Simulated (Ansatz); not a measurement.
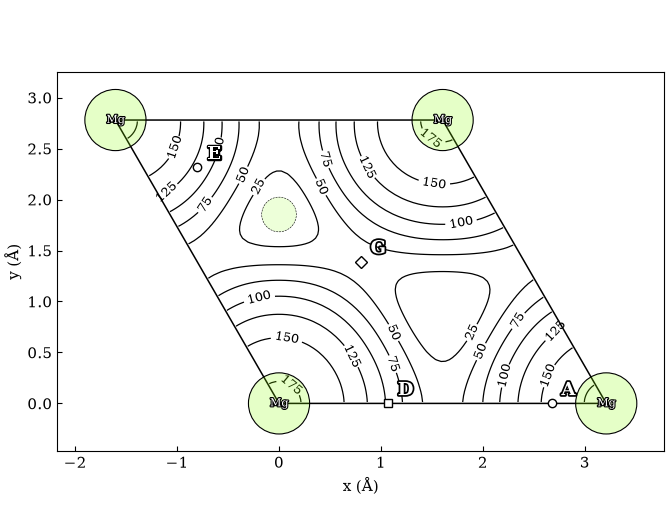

Mg on a Mg(001) slab cut from the P6_3/mmc phase, its upper half relaxed before the scan (16 atoms of substrate and one adsorbate in a 2 × 2 cell). 
- Mg is moved over the surface cell; relaxed at each place: the height of the adsorbate's atoms; substrate rigid; the origin of the map has the adsorbate above Mg13.
- Places are given modulo a cell vector. The map is drawn in real space over the plane of the surface.
- Grid: 6 × 6 points; 10 points were computed and 26 follow by symmetry.
- Places are given in fractions of the 1 × 1 surface cell.
- Energies: meV, counted from the lowest grid point.
- All numbers below come from DFT PBE, scalar-relativistic, plane waves, PAW (Ansatz 0.2.0). Settings: cutoff 420 eV, k-mesh 6×6×1, gaussian smearing 0.1 eV, no spin polarisation.

The picture shows contour lines labelled in meV, labelled circles for the atoms of the top layer and small ones for the second layer, the outline of one cell of the plane, lettered points. Between grid points the surface is interpolated.

> Is D the lowest point of the computed grid?

No. D lies 96 meV above the lowest grid point, which is at a threefold hollow, (4/6, 2/6) of the cell vectors.

> What kind of point is each of D, E, G: minimum, saddle, maximum or slope?

D: on a slope; E: on a slope; G: saddle point. (In these two coordinates alone; a stationary point may lie a little off the grid point.)

> Rank the lettered points by energy, lowest first.

G (40 meV), D (96 meV), E (118 meV), A (159 meV).
